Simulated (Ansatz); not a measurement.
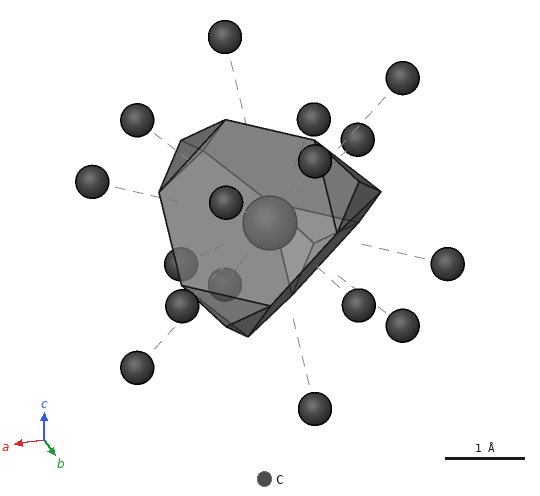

Voronoi–Dirichlet polyhedron, computed geometrically; every face belongs to one neighbour and no atomic radii are used. Central atom: C (8a) in C; faces take the colour of the neighbour behind them. The structure is the input geometry of an electronic-structure calculation and need not be at equilibrium.

C, space group Fd-3m:1 (No. 227), a = 3.567 Å, b = 3.567 Å, c = 3.567 Å, α = 90.00°, β = 90.00°, γ = 90.00°

```tsv
site	Wyckoff	x	y	z
C	8a	0.5000	0.0000	0.5000
```

How many faces does the cell have, and of which kinds?

16 faces, index ⟨12,0,0,4⟩: a triakis truncated tetrahedron, as in the diamond structure.

What is the volume of this Voronoi cell?

5.7 Å³, equal to the mean volume per atom.

Which neighbours share a face with the central atom?

16 C (100 % of the solid angle).
